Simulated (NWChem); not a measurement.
# CC2/SBKJC-VDZ (core potential, Cartesian functions) run of SiH2Br− (SMILES [SiH2-]Br)

Aim: the vertical singlet–triplet gap of SiH2Br− at CC2/SBKJC-VDZ (core potential, Cartesian functions), from 2 runs. 

The results are computed with NWChem 7.3.0.

3 further runs of the same task are left out: 2 that didn't finish, 1 set aside as unsound or not needed.

## Step 1: The system as given

SiH2Br− has 4 atoms, charge -1, and is taken as a singlet. As SMILES, `[SiH2-]Br`. Geometry: relaxed at GFN2-xTB.

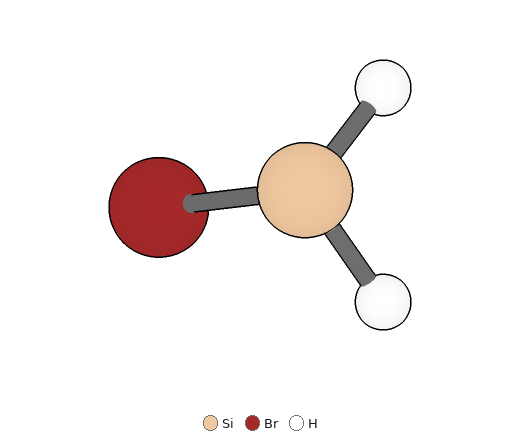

The structure, seen from a chosen angle (silicon light orange, bromine red, hydrogen white).

## Step 2: A single-point energy at CC2/SBKJC-VDZ (core potential, Cartesian functions)

Contents of struct.nw:

```
start struct
title "BrH2Si"
memory stack 880 mb heap 220 mb global 1100 mb
charge -1

geometry units angstrom
 zmatrix
   Si
   Br 1 2.425008
   H 1 1.496426 2 94.30886
   H 1 1.496311 3 98.39704 2 -95.03691
 end
end

basis cartesian
 * library "sbkjc vdz ecp"
end

ecp
 Si library "sbkjc ecp"
 Br library "sbkjc ecp"
end

scf
 maxiter 60
 print medium
end

tce
 scf
 cc2
 maxiter 100
end

task tce energy
```

The run is started by

```bash
$ nwchem struct.nw > struct.out
```

Log:

```text
[...]
 Group name             Cs
[...]
  functions       =    20
[...]
  wavefunction    = RHF
[...]
         Total SCF energy =    -18.044200104844
      One-electron energy =    -54.816020336101
      Two-electron energy =     25.082533237907
 Nuclear repulsion energy =     11.689286993350
        Time for solution =      0.1s
[...]
         Wavefunction type : Restricted Hartree-Fock
          No. of electrons :    14
[...]
         Spin multiplicity : singlet
[...]
```

Run time: 0.74 s. Hardware: 1 thread of AMD EPYC 9R45 (Zen 5), shared host; peak memory 0.11 GiB.

## Step 3: The triplet, same level

Contents of mymol.nw:

```
start mymol
title "BrH2Si"
memory 2200 mb
charge -1

geometry noautosym nocenter noautoz
   Si    -0.191960    -0.343010    -0.619410
   Br     1.687710    -0.271360     0.911070
   H     -1.209900    -0.529990     0.461390
   H     -0.285850     1.144360    -0.753060
end

basis cartesian
   * library "sbkjc vdz ecp"
end

ecp
   Si library "sbkjc ecp"
   Br library "sbkjc ecp"
end

scf
   triplet
   uhf
   maxiter 80
end

tce
   scf
   cc2
   maxiter 100
end

task tce energy
```

The run is started by

```bash
$ nwchem mymol.nw > mymol.out
```

Log:

```text
[...]
  functions       =    20
[...]
  wavefunction    = UHF
[...]
         Total SCF energy =    -17.957067584195
      One electron energy =    -54.690049385646
      Two electron energy =     25.043694625779
 Nuclear repulsion energy =     11.689287175672
                       Sz =      1.0000
                 Sz(Sz+1) =      2.0000
                      S^2 =      2.0086
[...]
         Wavefunction type : Unrestricted Hartree-Fock
          No. of electrons :    14
[...]
         Spin multiplicity : triplet
[...]
```

Run time: 0.78 s. Hardware: 1 thread of AMD EPYC 9R45 (Zen 5), shared host; peak memory 0.11 GiB.

## Step 4: Outcome

Level: CC2/SBKJC-VDZ (core potential, Cartesian functions).

| quantity | value |
| --- | --- |
| singlet: ground-state or mean-field energy | -18.11313 Eh |
| singlet: HOMO energy (Hartree–Fock orbitals) | -2.50 eV |
| singlet: LUMO energy (Hartree–Fock orbitals) | 7.09 eV |
| singlet: HOMO–LUMO gap (to an unbound level, set by the basis) | 9.59 eV |
| singlet: correlation energy | -68.9 mEh |
| triplet: ground-state or mean-field energy | -18.01921 Eh |
| triplet: HOMO energy (Hartree–Fock orbitals) (highest over α and β) | 0.23 eV |
| triplet: LUMO energy (Hartree–Fock orbitals) (lowest over α and β) | 5.11 eV |
| triplet: correlation energy | -62.1 mEh |
| triplet: ⟨S²⟩ of the reference determinant | 2.009 |
| vertical energy of the triplet above the singlet | 2.556 eV |

At this shape the triplet lies 2.56 eV (59 kcal/mol) above the singlet. Mulliken charges (triplet) run from -0.53 on Br2 to -0.15 on H3. The HOMO (triplet) lies at positive energy, 0.23 eV: the electron is unbound at this level or held by a compact basis; values depend on the basis.
